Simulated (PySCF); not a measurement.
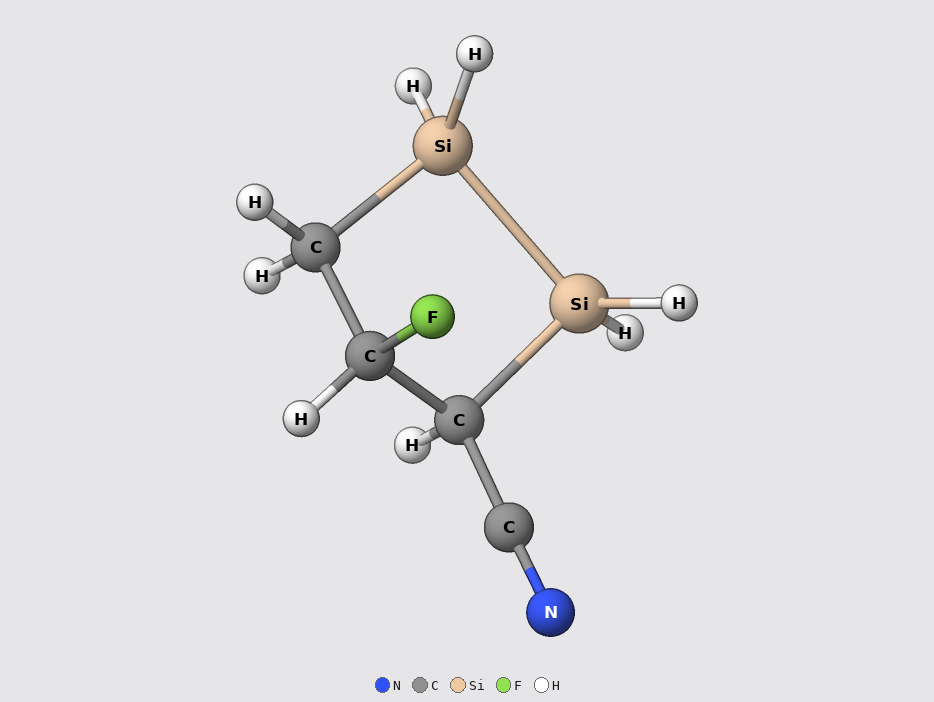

The computed structure is the end point of a PBE0-D3(BJ)/def2-SVP optimisation. No frequency run is at hand to confirm it as a minimum. Program: PySCF 2.14.0.

At this fixed geometry, give HOMO–LUMO gap (eV), HOMO energy (eV), dipole (D) at these levels: PBE0/pcSseg-1 in chloroform (IEF-PCM); PBE0/pcSseg-1 in dimethylsulfoxide (IEF-PCM); ωB97X-D/def2-SVPD; ωB97X-D/def2-SVPD in chloroform (IEF-PCM); ωB97X-D/def2-SVPD in dimethylsulfoxide (IEF-PCM).

| level | HOMO–LUMO gap (eV) | HOMO energy (eV) | dipole (D) |
| --- | --- | --- | --- |
| PBE0/pcSseg-1 in chloroform (IEF-PCM) | 7.76 | −8.00 | 6.19 |
| PBE0/pcSseg-1 in dimethylsulfoxide (IEF-PCM) | 7.76 | −7.93 | 6.70 |
| ωB97X-D/def2-SVPD | 11.10 | −9.96 | 5.16 |
| ωB97X-D/def2-SVPD in chloroform (IEF-PCM) | 11.15 | −9.75 | 6.39 |
| ωB97X-D/def2-SVPD in dimethylsulfoxide (IEF-PCM) | 11.15 | −9.68 | 6.94 |
